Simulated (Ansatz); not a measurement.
Input file:

```
crystal:
  periodic: [false, false, false]
  atoms:
    - {symbol: B, position_ang: [-0.109550, -0.858289, 0.130310]}
    - {symbol: P, position_ang: [0.254278, 0.848917, 0.509223]}
    - {symbol: H, position_ang: [-0.023128, -0.196138, 1.545637]}
basis:
  gaussian:
    orbitals: def2-TZVPD
total_charge: -1
hamiltonian:
  xc: {name: PBE0}
output: {forces: true, orbitals: {seedname: orbitals}}
```

Command:

```sh
ansatz run input.yaml --threads 1 --pin off --max-ram 2610MiB --events-out events.jsonl --progress --plain --runs-dir runs
```

Geometry: r2SCAN-D4/def2-SVPD.

Level of theory: Ansatz, isolated molecule in a Gaussian basis; Kohn-Sham density functional theory, functional PBE0.

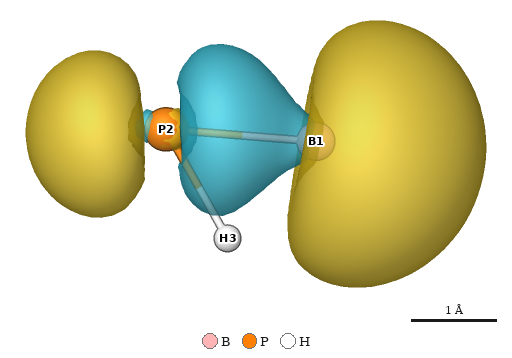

BHP (SMILES [B][PH-]) (charge −1). The HOMO at ±0.1 Å⁻³ᐟ² (yellow and cyan are the two phases), seen across its widest extent.

Where does this orbital lie, and at what energy?

By Hirshfeld shares it lies mainly on B1 (about 75 %) and P2 (about 25 %); it is symmetric in the molecular plane (an in-plane orbital: σ, lone-pair or in-plane π type). Its energy is −0.09 eV.
